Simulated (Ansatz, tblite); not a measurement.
# The cluster Ge2O2: a ladder of methods and basis sets

Aim: run the singlet of the cluster Ge2O2 at one geometry on many levels, and compare frontier levels, spin and run time.

Method: as each input shows; program: Ansatz 0.2.0, Gaussian basis.

Plan: GFN1-xTB, GFN2-xTB, PBE-D4/def2-TZVP, r2SCAN-D4/def2-TZVP, revPBE-D4/def2-TZVP, B2PLYP/def2-TZVP, CAM-B3LYP-D4/def2-TZVP, HSE06-D4/def2-TZVP, BLYP-D4/def2-TZVP, LC-ωPBE(0.10)/def2-TZVP, LC-ωPBE(0.15)/def2-TZVP, LC-ωPBE(0.20)/def2-TZVP, LC-ωPBE(0.30)/def2-TZVP, PBE-D4/def2-SVP, PBE0-D4/def2-SVP, HF/6-31G, B3LYP-D4/6-31G, PBE0-D4/def2-TZVPD, PBE-D4/def2-TZVPD, r2SCAN-D4/def2-TZVPD, CCSD(T)/def2-TZVPP, MP2/def2-TZVP, RPA/def2-TZVP.

1 further run of the same task is left out (set aside as unsound or not needed). Runs told in other sessions of the task aren't counted.

**1. The structure**

The singlet was relaxed beforehand with PBE-D4/def2-SVP. At that level it is the lowest of the isomers that a small search found.

4 atoms, charge 0, spin multiplicity 1.

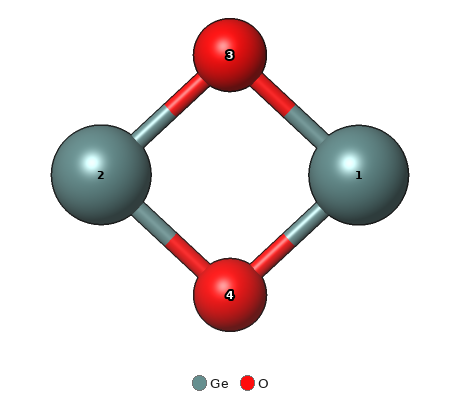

The geometry (germanium teal, oxygen red); atoms are numbered from 1 in the order of the file.

Geometry (Å):

```
Ge    0.1232    1.2887   -0.4025
Ge   -0.1237   -1.2884    0.4032
O     1.0560    0.1145    0.6899
O    -1.0555   -0.1148   -0.6905
```

PBE0-D4/def2-TZVP was run before; its log isn't repeated, and its numbers join the tables.

**2. GFN1-xTB**

Tight binding, by tblite at 300 K electronic temperature and without a spin-polarisation term:

```python
tblite.interface.Calculator('GFN1-xTB', numbers, positions, charge=0, uhf=0).singlepoint()
```

Energy -346.0494 eV, HOMO -10.05 eV, LUMO -7.76 eV; 0.002 s.

**3. GFN2-xTB**

Tight binding, by tblite at 300 K electronic temperature and without a spin-polarisation term:

```python
tblite.interface.Calculator('GFN2-xTB', numbers, positions, charge=0, uhf=0).singlepoint()
```

Energy -330.2354 eV, HOMO -11.28 eV, LUMO -7.56 eV; 0.002 s.

**4. PBE-D4/def2-TZVP**

start.molden holds the orbitals of an earlier run on this state, given as this run's starting guess.

File in.yaml:

```yaml
crystal:
  periodic: [false, false, false]
  atoms:
    - {symbol: Ge, position_ang: [0.123231, 1.288653, -0.402547]}
    - {symbol: Ge, position_ang: [-0.123673, -1.288415, 0.403183]}
    - {symbol: O, position_ang: [1.055963, 0.114522, 0.689878]}
    - {symbol: O, position_ang: [-1.055530, -0.114759, -0.690503]}
basis:
  gaussian: {orbitals: def2-TZVP, initial_orbitals: start.molden}
hamiltonian: {xc: pbe, dispersion: d4}
scf: {omitted_lower_state_checks: [starts]}
output: {forces: true, orbitals: {seedname: orbitals}}
```

Command:

```sh
> ansatz run in.yaml --threads 4 --pin off --events-out ev --progress --plain --max-ram 3916MiB
```

Standard output:

```text
Functional definition: PBE
  name "PBE"
  cite "Perdew, Burke & Ernzerhof, Phys. Rev. Lett. 77, 3865 (1996) doi:10.1103/PhysRevLett.77.3865"
  parent pbe
  parameter kappa = 0.804
  parameter beta = 0.06672455060314922
  exchange = pbe_x(kappa = kappa, mu = beta*pi^2/3)
  correlation = pbe_c(beta = beta)
these checks for a lower state are left out or cut short: starts
1018 factors; their error is unknown
mean field evaluation 1: about -117113.2809 eV, gradient 1.3e1 eV
mean field evaluation 2: about -117113.4520 eV, gradient 2.1e-1 eV
mean field evaluation 4: about -117113.4321 eV, gradient 8.6e-2 eV
mean field evaluation 8: about -117113.4321 eV, gradient 1.2e-5 eV
mean field -117113.43208014 eV, -4303.8392466099 hartree, gradient 1.2e-5 eV, S^2 0.000000; 0 other end points of the search recorded, 0 dependent functions left out
the calculation of the forces begins
reference -117113.43210801 eV, -4303.8392476338 hartree; 40, 40 occupied and 118, 118 virtual orbitals, 1018 factors
Total energy: -117113.56390021 eV, -4303.8440909081 hartree
Atom 0 at     0.123231     1.288653    -0.402547 Å, force    -0.019786    -0.210109     0.065165 eV/Å
Atom 1 at    -0.123673    -1.288415     0.403183 Å, force     0.020440     0.209753    -0.066106 eV/Å
Atom 2 at     1.055963     0.114522     0.689878 Å, force    -0.022123    -0.002188    -0.013778 eV/Å
Atom 3 at    -1.055530    -0.114759    -0.690503 Å, force     0.021469     0.002545     0.014719 eV/Å
Dipole moment:    -0.000128     0.000070     0.000185 e Å
Checks for a lower state left out: starts
```

Run time: 1.4 s. Hardware: 4 threads of Arm Neoverse V2, shared host.

Report: HOMO -5.97 eV, LUMO -3.25 eV.

**5. r2SCAN-D4/def2-TZVP**

Changes to in.yaml since step 4:

```diff
@@ -9,4 +9,4 @@
   gaussian: {orbitals: def2-TZVP, initial_orbitals: start.molden}
-hamiltonian: {xc: pbe, dispersion: d4}
+hamiltonian: {xc: r2scan, dispersion: d4}
 scf: {omitted_lower_state_checks: [starts]}
-output: {forces: true, orbitals: {seedname: orbitals}}
+output: {orbitals: {seedname: orbitals}}
```

Launched as before.

Standard output:

```text
Functional definition: r2SCAN
  name "r2SCAN"
  cite "Furness, Kaplan, Ning, Perdew & Sun, J. Phys. Chem. Lett. 11, 8208 (2020) doi:10.1021/acs.jpclett.0c02405"
  cite "Furness, Kaplan, Ning, Perdew & Sun, J. Phys. Chem. Lett. 11, 9248 (2020) doi:10.1021/acs.jpclett.0c03077"
  parent r2scan
  parameter k0 = 0.174
  parameter k1 = 0.065
  parameter a1 = 4.9479
  exchange = r2scan_x(k0 = k0, k1 = k1, a1 = a1)
  correlation = r2scan_c
these checks for a lower state are left out or cut short: starts
1018 factors; their error is unknown
mean field evaluation 1: about -117131.8585 eV, gradient 8.4e0 eV
mean field evaluation 2: about -117131.9140 eV, gradient 8.7e-2 eV
mean field evaluation 4: about -117131.8975 eV, gradient 1.2e-4 eV
mean field evaluation 8: about -117131.8975 eV, gradient 2.4e-5 eV
mean field -117131.89753723 eV, -4304.5178396416 hartree, gradient 2.4e-5 eV, S^2 0.000000; 0 other end points of the search recorded, 0 dependent functions left out
reference -117131.89754516 eV, -4304.5178399330 hartree; 40, 40 occupied and 118, 118 virtual orbitals, 1018 factors
Total energy: -117131.92296787 eV, -4304.5187742001 hartree
Checks for a lower state left out: starts
```

Wall time 2.5 s (4 threads of Arm Neoverse V2, shared host).

From the report: HOMO -6.26 eV, LUMO -3.22 eV.

**6. revPBE-D4/def2-TZVP**

Changes to in.yaml since step 5:

```diff
@@ -9,3 +9,3 @@
   gaussian: {orbitals: def2-TZVP, initial_orbitals: start.molden}
-hamiltonian: {xc: r2scan, dispersion: d4}
+hamiltonian: {xc: {name: revPBE}, dispersion: d4}
 scf: {omitted_lower_state_checks: [starts]}
```

Same command.

Standard output:

```text
Functional definition: revPBE
  name "revPBE"
  cite "Zhang & Yang, Phys. Rev. Lett. 80, 890 (1998) doi:10.1103/PhysRevLett.80.890"
  cite "Perdew, Burke & Ernzerhof, Phys. Rev. Lett. 77, 3865 (1996) doi:10.1103/PhysRevLett.77.3865"
  parameter kappa = 1.245
  parameter beta = 0.06672455060314922
  exchange = pbe_x(kappa = kappa, mu = beta*pi^2/3)
  correlation = pbe_c(beta = beta)
these checks for a lower state are left out or cut short: starts
1018 factors; their error is unknown
mean field evaluation 1: about -117124.3919 eV, gradient 1.2e1 eV
mean field evaluation 2: about -117124.5268 eV, gradient 1.7e-1 eV
mean field evaluation 4: about -117124.5068 eV, gradient 2.8e-4 eV
mean field evaluation 8: about -117124.5068 eV, gradient 1.7e-5 eV
mean field -117124.50677645 eV, -4304.2462341925 hartree, gradient 1.7e-5 eV, S^2 0.000000; 0 other end points of the search recorded, 0 dependent functions left out
reference -117124.50681110 eV, -4304.2462354659 hartree; 40, 40 occupied and 118, 118 virtual orbitals, 1018 factors
Total energy: -117124.85662199 eV, -4304.2590907791 hartree
Checks for a lower state left out: starts
```

Wall time 1.1 s (4 threads of Arm Neoverse V2, shared host).

From the report: HOMO -5.90 eV, LUMO -3.15 eV.

**7. B2PLYP/def2-TZVP**

Changes to in.yaml since step 6:

```diff
@@ -9,4 +9,3 @@
   gaussian: {orbitals: def2-TZVP, initial_orbitals: start.molden}
-hamiltonian: {xc: {name: revPBE}, dispersion: d4}
+hamiltonian: {xc: {name: B2PLYP}}
 scf: {omitted_lower_state_checks: [starts]}
-output: {orbitals: {seedname: orbitals}}
```

The command is unchanged.

Standard output:

```text
Functional definition: B2PLYP
  name "B2PLYP"
  cite "Grimme, J. Chem. Phys. 124, 034108 (2006) doi:10.1063/1.2148954"
  cite "Becke, Phys. Rev. A 38, 3098 (1988) doi:10.1103/PhysRevA.38.3098"
  cite "Lee, Yang & Parr, Phys. Rev. B 37, 785 (1988) doi:10.1103/PhysRevB.37.785"
  parameter a = 0.53
  parameter c = 0.27
  exchange = (1 - a)*b88_x + a*exact_x
  correlation = (1 - c)*lyp_c + c*(mp2_os + mp2_ss)
these checks for a lower state are left out or cut short: starts
1058 factors; integrals over basis functions are off by at most 7.4e-4 eV
mean field evaluation 1: about -117103.3146 eV, gradient 1.3e1 eV
mean field evaluation 2: about -117103.4776 eV, gradient 2.5e-1 eV
mean field evaluation 4: about -117103.6852 eV, gradient 3.4e-3 eV
mean field evaluation 8: about -117103.6852 eV, gradient 6.9e-7 eV
mean field -117103.68521653 eV, -4303.4810559789 hartree, gradient 2.5e-6 eV, S^2 0.000000; 0 other end points of the search recorded, 0 dependent functions left out
20 core orbitals not correlated: weight in the atoms' cores, before any rotation towards them, 1.000 or more for the frozen orbitals, at most 0.000 for the correlated occupied ones
reference -117103.68534072 eV, -4303.4810605428 hartree; 20, 20 occupied and 118, 118 virtual orbitals, 1058 factors
second order -31.34780010 eV of doubles, -0.00000000 eV of singles
Total energy: -117112.14924675 eV, -4303.7921033523 hartree
Checks for a lower state left out: starts
```

Run time: 3 s. Hardware: 4 threads of Arm Neoverse V2, shared host.

**8. CAM-B3LYP-D4/def2-TZVP**

Changes to in.yaml since step 7:

```diff
@@ -9,3 +9,4 @@
   gaussian: {orbitals: def2-TZVP, initial_orbitals: start.molden}
-hamiltonian: {xc: {name: B2PLYP}}
+hamiltonian: {xc: {name: CAM-B3LYP}, dispersion: d4}
 scf: {omitted_lower_state_checks: [starts]}
+output: {orbitals: {seedname: orbitals}}
```

Same command.

Standard output:

```text
Functional definition: CAM-B3LYP
  name "CAM-B3LYP"
  cite "Yanai, Tew & Handy, Chem. Phys. Lett. 393, 51 (2004) doi:10.1016/j.cplett.2004.06.011"
  cite "Iikura, Tsuneda, Yanai & Hirao, J. Chem. Phys. 115, 3540 (2001) doi:10.1063/1.1383587"
  cite "Becke, Phys. Rev. A 38, 3098 (1988) doi:10.1103/PhysRevA.38.3098"
  cite "Lee, Yang & Parr, Phys. Rev. B 37, 785 (1988) doi:10.1103/PhysRevB.37.785"
  cite "Vosko, Wilk & Nusair, Can. J. Phys. 58, 1200 (1980) doi:10.1139/p80-159"
  parameter alpha = 0.19
  parameter beta = 0.46
  parameter omega = 0.33/bohr
  parameter ac = 0.81
  # Exact exchange under (alpha + beta erf(omega r))/r, Becke's under what is left of 1/r.
  exchange = (1 - alpha - beta)*b88_x + beta*b88_x_sr(omega) + alpha*exact_x + beta*exact_x_lr(omega)
  correlation = (1 - ac)*vwn5_c + ac*lyp_c
these checks for a lower state are left out or cut short: starts
1080 factors; their error is unknown
222 factors; integrals over basis functions are off by at most 6.3e-6 eV
mean field evaluation 1: about -117139.2631 eV, gradient 6.8e0 eV
mean field evaluation 2: about -117139.3182 eV, gradient 6.3e-2 eV
mean field evaluation 4: about -117139.7348 eV, gradient 1.1e-4 eV
mean field evaluation 8: about -117139.7348 eV, gradient 1.9e-5 eV
mean field -117139.73479942 eV, -4304.8058537147 hartree, gradient 1.9e-5 eV, S^2 0.000000; 0 other end points of the search recorded, 0 dependent functions left out
reference -117139.73489501 eV, -4304.8058572274 hartree; 40, 40 occupied and 118, 118 virtual orbitals, 1080 factors
Total energy: -117139.84847583 eV, -4304.8100312458 hartree
Checks for a lower state left out: starts
```

Run time: 1.9 s. Hardware: 4 threads of Arm Neoverse V2, shared host.

HOMO -8.34 eV, LUMO -1.44 eV.

**9. HSE06-D4/def2-TZVP**

Changes to in.yaml since step 8:

```diff
@@ -9,3 +9,3 @@
   gaussian: {orbitals: def2-TZVP, initial_orbitals: start.molden}
-hamiltonian: {xc: {name: CAM-B3LYP}, dispersion: d4}
+hamiltonian: {xc: hse06, dispersion: d4}
 scf: {omitted_lower_state_checks: [starts]}
```

Same command.

Standard output:

```text
Functional definition: HSE06
  name "HSE06"
  cite "Heyd, Scuseria & Ernzerhof, J. Chem. Phys. 118, 8207 (2003) doi:10.1063/1.1564060"
  cite "Krukau, Vydrov, Izmaylov & Scuseria, J. Chem. Phys. 125, 224106 (2006) doi:10.1063/1.2404663"
  cite "Heyd & Scuseria, J. Chem. Phys. 120, 7274 (2004) doi:10.1063/1.1668634"
  cite "Ernzerhof & Perdew, J. Chem. Phys. 109, 3313 (1998) doi:10.1063/1.476928"
  cite "Perdew, Burke & Ernzerhof, Phys. Rev. Lett. 77, 3865 (1996) doi:10.1103/PhysRevLett.77.3865"
  parent pbe
  parameter a = 0.25
  parameter omega = 0.11/bohr
  # The whole range is PBE's own exchange, as in plane waves. The composition of these papers is wPBEh.
  exchange = pbe_x - a*pbe_x_sr(omega) + a*exact_x_sr(omega)
  correlation = pbe_c
these checks for a lower state are left out or cut short: starts
1104 factors; their error is unknown
64 factors; integrals over basis functions are off by at most 9.3e-7 eV
mean field evaluation 1: about -117115.0182 eV, gradient 7.3e-1 eV
mean field evaluation 2: about -117115.0186 eV, gradient 4.7e-4 eV
mean field evaluation 4: about -117115.5728 eV, gradient 3.4e-5 eV
mean field -117115.57284532 eV, -4303.9179182789 hartree, gradient 4.2e-5 eV, S^2 0.000000; 0 other end points of the search recorded, 0 dependent functions left out
reference -117115.57287281 eV, -4303.9179192894 hartree; 40, 40 occupied and 118, 118 virtual orbitals, 1104 factors
Total energy: -117115.67683298 eV, -4303.9217397550 hartree
Checks for a lower state left out: starts
```

Run time: 1.8 s. Hardware: 4 threads of Arm Neoverse V2, shared host.

HOMO -6.67 eV, LUMO -2.82 eV.

**10. BLYP-D4/def2-TZVP**

Changes to in.yaml since step 9:

```diff
@@ -9,3 +9,3 @@
   gaussian: {orbitals: def2-TZVP, initial_orbitals: start.molden}
-hamiltonian: {xc: hse06, dispersion: d4}
+hamiltonian: {xc: {name: BLYP}, dispersion: d4}
 scf: {omitted_lower_state_checks: [starts]}
```

The command is unchanged.

Standard output:

```text
Functional definition: BLYP
  name "BLYP"
  cite "Becke, Phys. Rev. A 38, 3098 (1988) doi:10.1103/PhysRevA.38.3098"
  cite "Lee, Yang & Parr, Phys. Rev. B 37, 785 (1988) doi:10.1103/PhysRevB.37.785"
  parameter beta = 0.0042
  parameter a = 0.04918
  parameter b = 0.132
  parameter c = 0.2533
  parameter d = 0.349
  exchange = b88_x(beta = beta)
  correlation = lyp_c(a = a, b = b, c = c, d = d)
these checks for a lower state are left out or cut short: starts
1018 factors; their error is unknown
mean field evaluation 1: about -117137.4523 eV, gradient 1.6e1 eV
mean field evaluation 2: about -117137.7151 eV, gradient 2.9e-1 eV
mean field evaluation 4: about -117137.6968 eV, gradient 8.5e-2 eV
mean field -117137.69685021 eV, -4304.7309604624 hartree, gradient 3.2e-5 eV, S^2 0.000000; 0 other end points of the search recorded, 0 dependent functions left out
reference -117137.69711785 eV, -4304.7309702981 hartree; 40, 40 occupied and 118, 118 virtual orbitals, 1018 factors
Total energy: -117137.98731580 eV, -4304.7416348760 hartree
Checks for a lower state left out: starts
```

Run time: 1.1 s. Hardware: 4 threads of Arm Neoverse V2, shared host.

HOMO -5.85 eV, LUMO -3.16 eV.

**11. LC-ωPBE(0.10)/def2-TZVP**

Changes to in.yaml since step 10:

```diff
@@ -9,3 +9,3 @@
   gaussian: {orbitals: def2-TZVP, initial_orbitals: start.molden}
-hamiltonian: {xc: {name: BLYP}, dispersion: d4}
+hamiltonian: {xc: {name: LC-wPBE, parameters: {omega: 0.1/bohr}}}
 scf: {omitted_lower_state_checks: [starts]}
```

The command is unchanged.

Standard output:

```text
Functional definition: LC-wPBE
  name "LC-wPBE"
  cite "Vydrov & Scuseria, J. Chem. Phys. 125, 234109 (2006) doi:10.1063/1.2409292"
  cite "Heyd & Scuseria, J. Chem. Phys. 120, 7274 (2004) doi:10.1063/1.1668634"
  cite "Ernzerhof & Perdew, J. Chem. Phys. 109, 3313 (1998) doi:10.1063/1.476928"
  cite "Perdew, Burke & Ernzerhof, Phys. Rev. Lett. 77, 3865 (1996) doi:10.1103/PhysRevLett.77.3865"
  parent pbe
  parameter omega = 0.4/bohr
  exchange = pbe_x_sr(omega) + exact_x_lr(omega)
  correlation = pbe_c
  with omega = 0.1/bohr from the input
these checks for a lower state are left out or cut short: starts
1018 factors; their error is unknown
61 factors; integrals over basis functions are off by at most 4.9e-7 eV
mean field evaluation 1: about -117113.7293 eV, gradient 1.4e1 eV
mean field evaluation 2: about -117113.9324 eV, gradient 2.1e-1 eV
mean field evaluation 4: about -117113.9120 eV, gradient 7.6e-2 eV
mean field -117113.91203360 eV, -4303.8568845740 hartree, gradient 3.0e-5 eV, S^2 0.000000; 0 other end points of the search recorded, 0 dependent functions left out
reference -117113.91203368 eV, -4303.8568845771 hartree; 40, 40 occupied and 118, 118 virtual orbitals, 1018 factors
Total energy: -117113.91203368 eV, -4303.8568845771 hartree
Checks for a lower state left out: starts
```

Wall time 1.7 s (4 threads of Arm Neoverse V2, shared host).

Report: HOMO -7.42 eV, LUMO -1.88 eV.

**12. LC-ωPBE(0.15)/def2-TZVP**

Changes to in.yaml since step 11:

```diff
@@ -9,3 +9,3 @@
   gaussian: {orbitals: def2-TZVP, initial_orbitals: start.molden}
-hamiltonian: {xc: {name: LC-wPBE, parameters: {omega: 0.1/bohr}}}
+hamiltonian: {xc: {name: LC-wPBE, parameters: {omega: 0.15/bohr}}}
 scf: {omitted_lower_state_checks: [starts]}
```

Same command.

Standard output:

```text
Functional definition: LC-wPBE
  name "LC-wPBE"
  cite "Vydrov & Scuseria, J. Chem. Phys. 125, 234109 (2006) doi:10.1063/1.2409292"
  cite "Heyd & Scuseria, J. Chem. Phys. 120, 7274 (2004) doi:10.1063/1.1668634"
  cite "Ernzerhof & Perdew, J. Chem. Phys. 109, 3313 (1998) doi:10.1063/1.476928"
  cite "Perdew, Burke & Ernzerhof, Phys. Rev. Lett. 77, 3865 (1996) doi:10.1103/PhysRevLett.77.3865"
  parent pbe
  parameter omega = 0.4/bohr
  exchange = pbe_x_sr(omega) + exact_x_lr(omega)
  correlation = pbe_c
  with omega = 0.15/bohr from the input
these checks for a lower state are left out or cut short: starts
1018 factors; their error is unknown
83 factors; integrals over basis functions are off by at most 1.8e-6 eV
mean field evaluation 1: about -117114.0344 eV, gradient 1.3e1 eV
mean field evaluation 2: about -117114.2107 eV, gradient 1.9e-1 eV
mean field evaluation 4: about -117114.1872 eV, gradient 3.4e-4 eV
mean field evaluation 8: about -117114.1872 eV, gradient 1.4e-5 eV
mean field -117114.18722603 eV, -4303.8669977094 hartree, gradient 1.4e-5 eV, S^2 0.000000; 0 other end points of the search recorded, 0 dependent functions left out
reference -117114.18722606 eV, -4303.8669977106 hartree; 40, 40 occupied and 118, 118 virtual orbitals, 1018 factors
Total energy: -117114.18722606 eV, -4303.8669977106 hartree
Checks for a lower state left out: starts
```

It took 1.4 s on 4 threads of Arm Neoverse V2, shared host.

Report: HOMO -7.99 eV, LUMO -1.36 eV.

**13. LC-ωPBE(0.20)/def2-TZVP**

Changes to in.yaml since step 12:

```diff
@@ -9,3 +9,3 @@
   gaussian: {orbitals: def2-TZVP, initial_orbitals: start.molden}
-hamiltonian: {xc: {name: LC-wPBE, parameters: {omega: 0.15/bohr}}}
+hamiltonian: {xc: {name: LC-wPBE, parameters: {omega: 0.2/bohr}}}
 scf: {omitted_lower_state_checks: [starts]}
```

Same command.

Standard output:

```text
Functional definition: LC-wPBE
  name "LC-wPBE"
  cite "Vydrov & Scuseria, J. Chem. Phys. 125, 234109 (2006) doi:10.1063/1.2409292"
  cite "Heyd & Scuseria, J. Chem. Phys. 120, 7274 (2004) doi:10.1063/1.1668634"
  cite "Ernzerhof & Perdew, J. Chem. Phys. 109, 3313 (1998) doi:10.1063/1.476928"
  cite "Perdew, Burke & Ernzerhof, Phys. Rev. Lett. 77, 3865 (1996) doi:10.1103/PhysRevLett.77.3865"
  parent pbe
  parameter omega = 0.4/bohr
  exchange = pbe_x_sr(omega) + exact_x_lr(omega)
  correlation = pbe_c
  with omega = 0.2/bohr from the input
these checks for a lower state are left out or cut short: starts
1018 factors; their error is unknown
119 factors; integrals over basis functions are off by at most 1.1e-5 eV
mean field evaluation 1: about -117114.4048 eV, gradient 1.3e1 eV
mean field evaluation 2: about -117114.5528 eV, gradient 1.4e-1 eV
mean field evaluation 4: about -117114.5289 eV, gradient 1.8e-4 eV
mean field evaluation 8: about -117114.5289 eV, gradient 2.2e-5 eV
mean field -117114.52891909 eV, -4303.8795546977 hartree, gradient 2.2e-5 eV, S^2 0.000000; 0 other end points of the search recorded, 0 dependent functions left out
reference -117114.52891911 eV, -4303.8795546984 hartree; 40, 40 occupied and 118, 118 virtual orbitals, 1018 factors
Total energy: -117114.52891911 eV, -4303.8795546984 hartree
Checks for a lower state left out: starts
```

It took 1.4 s on 4 threads of Arm Neoverse V2, shared host.

From the report: HOMO -8.45 eV, LUMO -0.98 eV.

**14. LC-ωPBE(0.30)/def2-TZVP**

Changes to in.yaml since step 13:

```diff
@@ -9,3 +9,3 @@
   gaussian: {orbitals: def2-TZVP, initial_orbitals: start.molden}
-hamiltonian: {xc: {name: LC-wPBE, parameters: {omega: 0.2/bohr}}}
+hamiltonian: {xc: {name: LC-wPBE, parameters: {omega: 0.3/bohr}}}
 scf: {omitted_lower_state_checks: [starts]}
```

The command is unchanged.

Standard output:

```text
Functional definition: LC-wPBE
  name "LC-wPBE"
  cite "Vydrov & Scuseria, J. Chem. Phys. 125, 234109 (2006) doi:10.1063/1.2409292"
  cite "Heyd & Scuseria, J. Chem. Phys. 120, 7274 (2004) doi:10.1063/1.1668634"
  cite "Ernzerhof & Perdew, J. Chem. Phys. 109, 3313 (1998) doi:10.1063/1.476928"
  cite "Perdew, Burke & Ernzerhof, Phys. Rev. Lett. 77, 3865 (1996) doi:10.1103/PhysRevLett.77.3865"
  parent pbe
  parameter omega = 0.4/bohr
  exchange = pbe_x_sr(omega) + exact_x_lr(omega)
  correlation = pbe_c
  with omega = 0.3/bohr from the input
these checks for a lower state are left out or cut short: starts
1018 factors; their error is unknown
177 factors; integrals over basis functions are off by at most 9.7e-5 eV
mean field evaluation 1: about -117115.2524 eV, gradient 1.2e1 eV
mean field evaluation 2: about -117115.3739 eV, gradient 1.3e-1 eV
mean field evaluation 4: about -117115.3497 eV, gradient 1.6e-4 eV
mean field evaluation 8: about -117115.3497 eV, gradient 2.2e-5 eV
mean field -117115.34966666 eV, -4303.9097166147 hartree, gradient 2.2e-5 eV, S^2 0.000000; 0 other end points of the search recorded, 0 dependent functions left out
reference -117115.34966667 eV, -4303.9097166150 hartree; 40, 40 occupied and 118, 118 virtual orbitals, 1018 factors
Total energy: -117115.34966667 eV, -4303.9097166150 hartree
Checks for a lower state left out: starts
```

Wall time 1.4 s (4 threads of Arm Neoverse V2, shared host).

From the report: HOMO -9.12 eV, LUMO -0.53 eV.

(Part 1 of 2 ends here.)
